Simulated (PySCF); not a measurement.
# AsH$_{3}$, SMILES `[AsH3]`: electronic structure

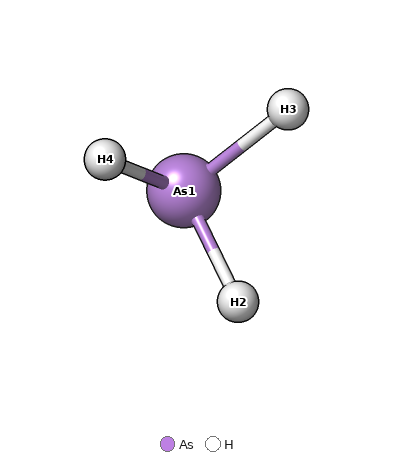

The molecule, with its atoms numbered as below. No frequency check shows the geometry to be a minimum.

Geometry (Å), atoms numbered from 1:

```
As1     -0.0000    0.0000   -0.0729
H2       0.3144   -1.1723    0.8014
H3       0.8581    0.8579    0.8020
H4      -1.1720    0.3137    0.8022
```

### 1. Bonding charge

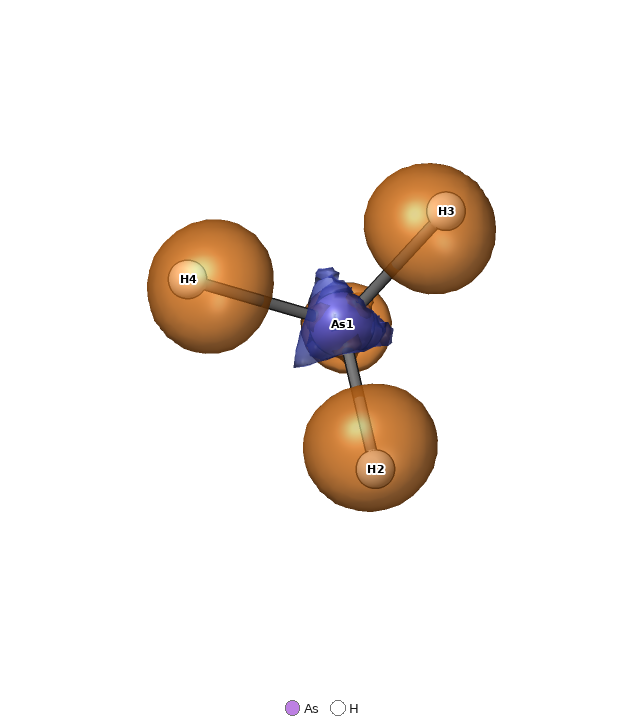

Deformation density (molecule less spherical, spin-averaged free atoms at the same positions), surfaces at ±0.11 e/Å³; orange: gain, blue: loss.

Computed with PySCF, BLYP/def2-SVP, geometry: GFN2-xTB.

Q: How much density has each bond gained at its critical point, relative to the free atoms?

A: As1–H4, As1–H2 and As1–H3: +0.23 e/Å³ at the bond critical point (bond length 1.50 Å, Mayer order 1.0). In all, 0.7 electrons gather in the regions of gain relative to the promolecule.

Q: Where do the Hirshfeld charges lie?

A: The highest Hirshfeld charge is on As1 (+0.11 e), the lowest on H2, H3 and H4 (−0.04 e).

```
atom  charge (e)
 As1       +0.11
  H2       −0.04
  H3       −0.04
  H4       −0.04
```

### 2. Bond critical points

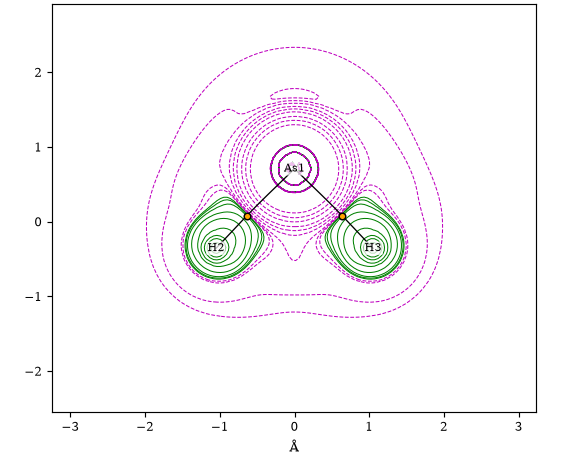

Negative Laplacian of the density (−∇²ρ) in the plane of As1, H2 and H3 (solid green lines positive, dashed magenta lines negative, contours at ±0.02 to ±8 a.u.), with bond paths and bond critical points (dots).

Q: Sort the bonds in the plane by the sign of ∇²ρ at their critical points.

A: Concentrated (∇²ρ < 0): As1–H2 and As1–H3 (−0.07 a.u.). At none is it depleted.

Q: Where along As1–H2 does the critical point lie?

A: 0.89 Å from As1 and 0.60 Å from H2.

### 3. Local ionisation energy

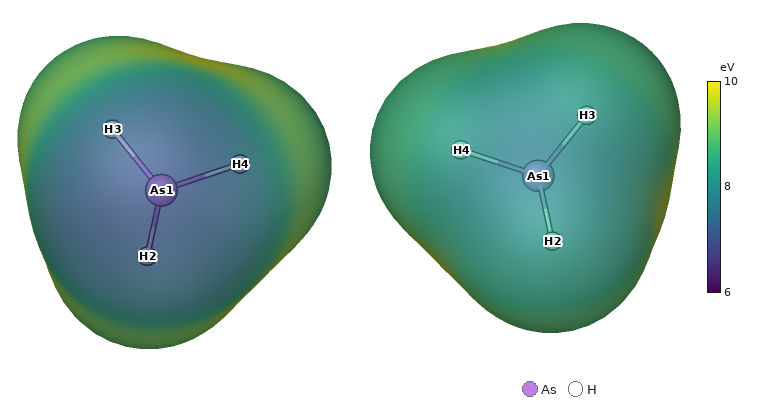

Average local ionisation energy on the surface of electron density 0.001 a.u. (back view left, front view right).

Q: Where are the most loosely bound electrons on this surface?

A: The lowest value is 6.8 eV, 2.4 Å from As1. Further minima include 7.9 eV, about equally far (1.9 Å) from H2, H3 and H4, over As1 (2.4 Å). For comparison, the highest occupied orbital lies at −6.6 eV.

Q: What volume does the surface enclose, and what is the dipole moment?

A: About 60 Å³; the dipole moment is 0.3 D.

### 4. Excited states

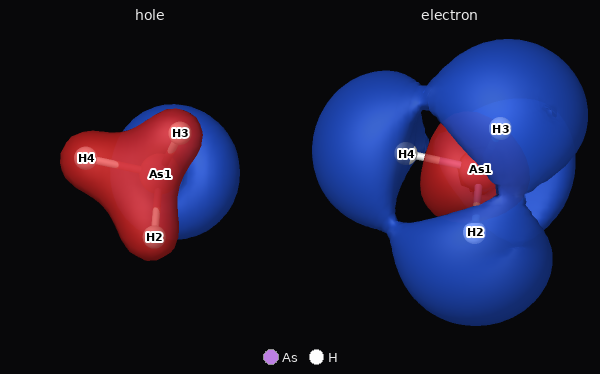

Leading natural transition orbital pair of S₃ (full linear response singlet states); the surfaces enclose about 78 % of each orbital's density.

Method: PBE0/cc-pVDZ; geometry: GFN2-xTB; program: PySCF. Without diffuse functions Rydberg states are missing, so the states' numbers hold for this basis only.

Q: Give its energy and the atoms that hole and electron lie on.

A: 8.22 eV (151 nm), f = 0.164 (bright), partly diffuse acceptor orbital, which a basis without diffuse functions describes poorly; the leading pair carries 98 %; hole on As1 (78 %) and H2, H3 and H4 (7 % each), electron on As1 (46 %) and H2, H3 and H4 (18 % each) (atom shares of so diffuse an orbital are rough); their centroids lie 0.8 Å apart. In canonical orbitals it is mainly HOMO → LUMO+2 (97 %). The HOMO–LUMO gap is 8.82 eV.

### 5. Removing or adding an electron

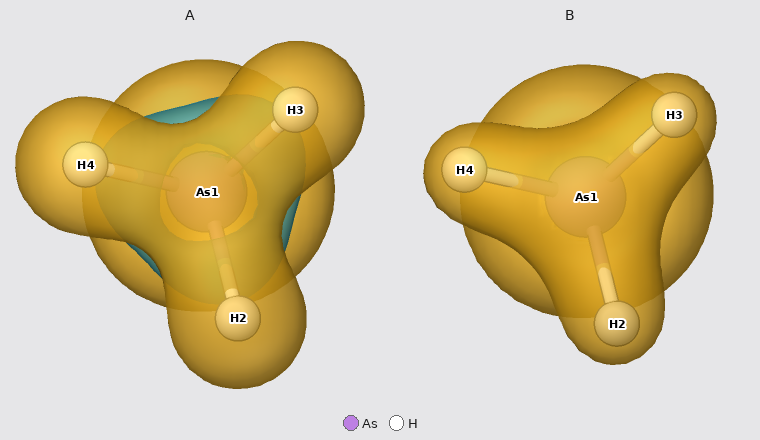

The Fukui function f⁻ from two separate SCF calculations and the density of the HOMO, at ±0.03 e/Å³ (yellow positive, teal negative).

PySCF calculation, PBE0/cc-pVTZ, gas phase; geometry: GFN2-xTB.

Q: Which panel is which, and how good is the frozen-orbital picture?

A: A is f⁻ (it has negative regions), B the HOMO density. The HOMO lies on As1 (78 %) and H2, H3 and H4 (7 % each); f⁻ (Hirshfeld-condensed) is largest on As1 (0.62); the vertical ionisation energy is 10.58 eV. Relaxation shifts 16 % of the electron between atoms. The orbital energy is −7.99 eV.

### 6. Localised orbitals

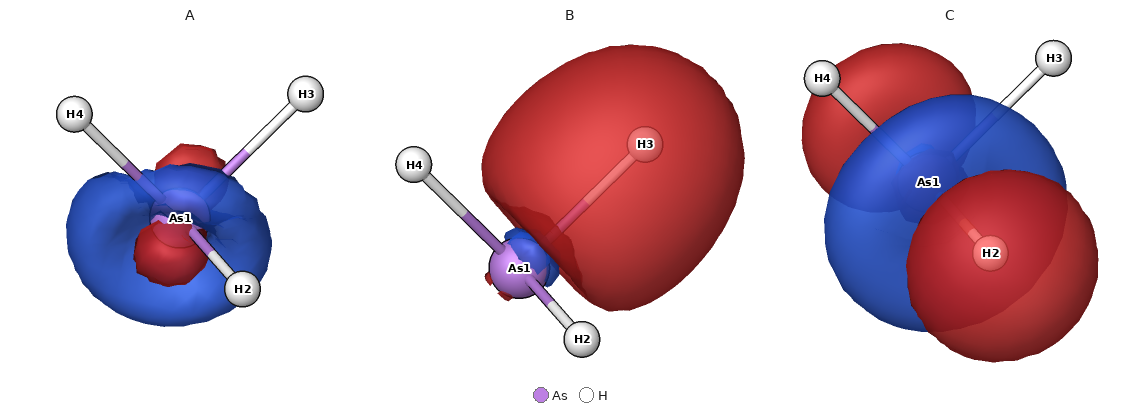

Intrinsic bond orbitals (IBO), occupied and valence-virtual; each surface holds about 70 % of the orbital's density. Energies are diagonal elements of the Fock matrix.

Method: ωB97X/6-311G**; geometry: GFN2-xTB; program: PySCF.

Q: Identify each orbital.

A: By panel:
- A: lone pair on As1 (As1 100 %; −31.9 eV)
- B: σ bond H3–As1 (H3 51 %, As1 49 %; −14.7 eV)
- C: σ* orbital As1–H2 (As1 52 %, H2 48 %; 6.1 eV)

Q: Which has the smallest and which the largest spatial spread?

A: Smallest: A (0.86 Å); largest: C (1.46 Å).

### 7. Stretching a bond

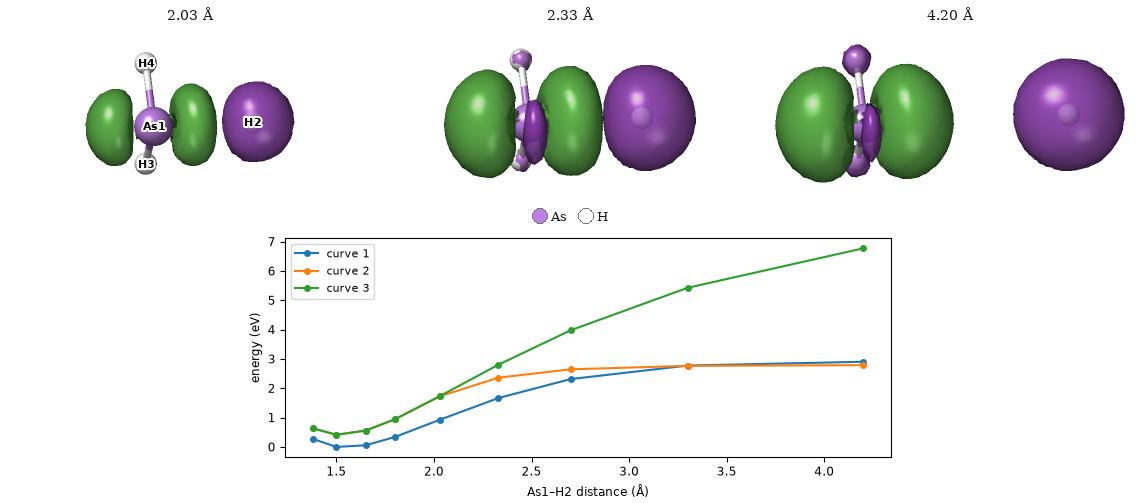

Rigid stretch of the As1–H2 bond. Broken-symmetry UHF spin density at ±0.03 e/Å³ (purple: α, green: β). Below: energies along the scan, from the lowest point of the three curves.

Level of theory: def2-TZVP basis (PySCF), at a geometry from GFN2-xTB.

Q: How does the broken-symmetry solution share the spin, and how far is it from a pure singlet?

A: At 4.20 Å excess α spin lies mostly on H2 and excess β on As1; the two could be swapped at no cost. ⟨S²⟩ is 0.09 at 2.03 Å, 0.62 at 2.33 Å and 1.01 at 4.20 Å, against 0 for a pure singlet and 1 for an equal mix of singlet and triplet.

Q: Which curve is which method?

A: Curve 1 is CASSCF(2,2). Curve 2 is UHF. Curve 3 is RHF. RHF rises too steeply because it keeps both electrons in one orbital and so mixes in ionic fragments.

Q: Where does the UHF solution part from RHF?

A: Between 1.80 Å (⟨S²⟩ = 0, the two coincide) and 2.03 Å (⟨S²⟩ = 0.09); at 4.20 Å ⟨S²⟩ is 1.01 and UHF lies 4.0 eV below RHF.

Q: How much energy does the stretch cost?

A: By CASSCF, 2.9 eV from the lowest point of the scan (1.50 Å) to 4.20 Å; RHF gives 6.4 eV from its own lowest point. The fragments aren't relaxed and dynamic correlation is missing, so this isn't a bond dissociation energy.
